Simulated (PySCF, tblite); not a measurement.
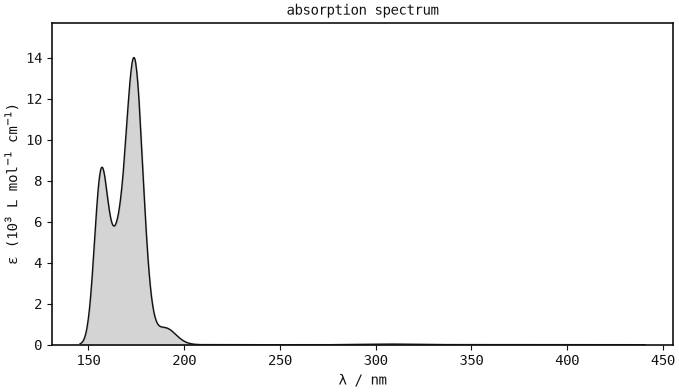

Vertical TDDFT excitations, CAM-B3LYP/def2-SVPD, PySCF 2.14.0, at a GFN2-xTB geometry (a minimum by its frequencies), gas phase. Only the first 8 singlet excitations are included; each is broadened by a Gaussian of 1/e half-width 0.25 eV.

Which molecule gives this spectrum?
A. C₃H₈OSeSi₂, SMILES [SiH3]C[Si@]1([SeH])C=CO1
B. C₄H₁₀FNSi, SMILES C=N[SiH2][C@@H](C)CF
C. C₅H₇FSSi, SMILES C#CC/C(=C/F)S[SiH3]
D. CH₁₁NSi₃, SMILES C[SiH2][SiH2]N[SiH3]

Answer. Option B. Its lowest singlet lies at 4.01 eV (f = 0.000) and the brightest of those computed is S3 at 7.12 eV (174 nm), f = 0.195, mainly HOMO−1 → LUMO (95 %).

Known limits of this run: the tight-binding geometry is rougher than a DFT one and adds to the error; one conformer of a flexible molecule; core orbitals are frozen in the response.
